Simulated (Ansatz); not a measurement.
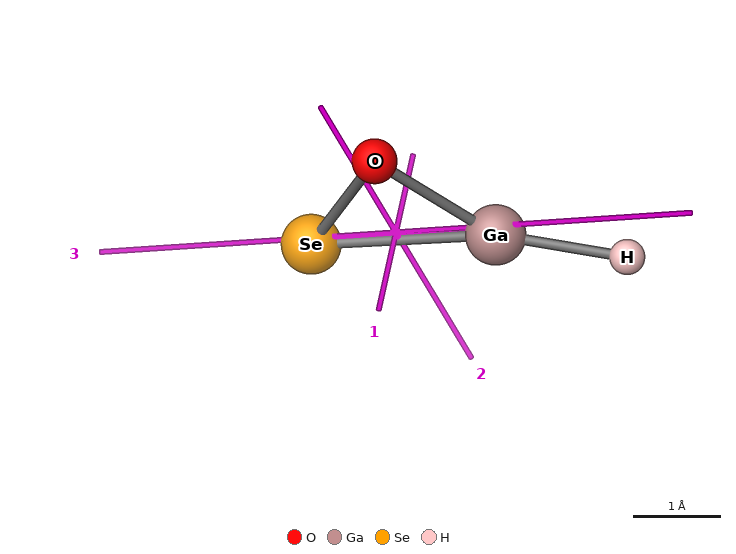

The three principal axes of inertia are drawn and numbered. Depth is shown by fading: the farther an atom, the more it takes the colour of the background. Computed geometry: PBE-D4/def2-SVP optimisation. No frequency run is at hand to confirm it as a minimum. Masses are those of the most abundant isotopes; constants are for the rigid equilibrium geometry.

Which line is the a axis (least moment of inertia), which b and which c?

a is line 3, b is line 2, c is line 1; the moments are 34.5, 203, 237 u Å².

What kind of rotor is it, and what are its rotational constants in cm⁻¹?

An asymmetric top (Cs): A = 0.488, B = 0.0831, C = 0.0710 cm⁻¹. Ray's parameter κ is −0.94, close to the prolate limit.
